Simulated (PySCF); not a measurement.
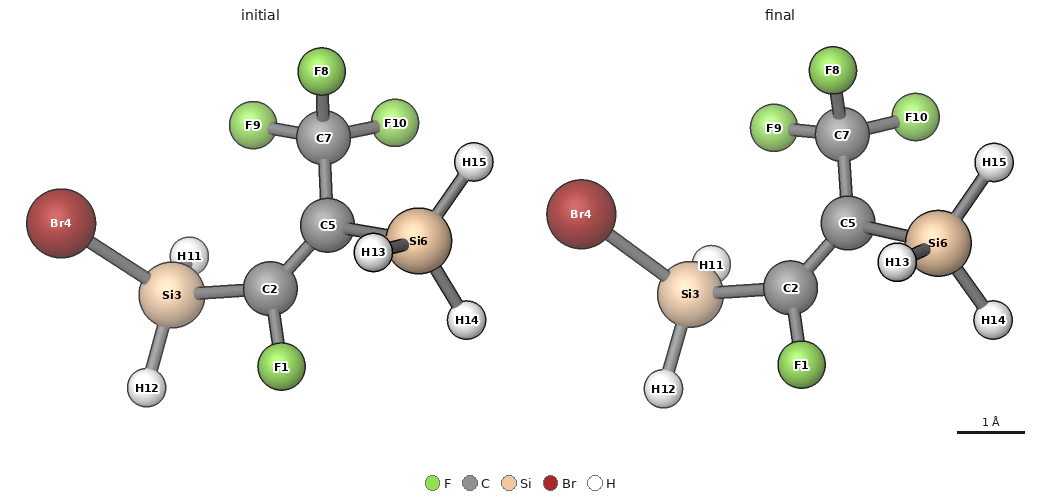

The structure of C3H5BrF4Si2 before (left) and after (right) a relaxation, at one scale.

A ball-and-stick model, seen at a tilt.

The start comes from GFN2-xTB.

Method: PySCF 2.14.0, density-fitted response routines, PBE0-D3(BJ)/def2-SVP geometry optimisation, gas phase. 

Summarise the run.

After 8 geometry steps the energy has fallen by 2.76 kcal/mol. Largest force component: 1.2 eV/Å at the start, 0.015 eV/Å at the end. The largest move after the best rigid fit is that of H13, 0.16 Å. Largest moves by element: H 0.16 Å, Br 0.15 Å, F 0.13 Å, C 0.06 Å, Si 0.05 Å. Near-neighbour distances that change, for instance: Si3–H11 1.448 → 1.483 Å, Si3–H12 1.454 → 1.486 Å, Si6–H13 1.460 → 1.490 Å, C5–C7 1.477 → 1.494 Å. Among the angles between lasting bonds that change: H11–Si3–H12 115.7° → 111.4°, C5–Si6–H14 105.5° → 109.3°, C5–Si6–H13 105.6° → 109.3°.
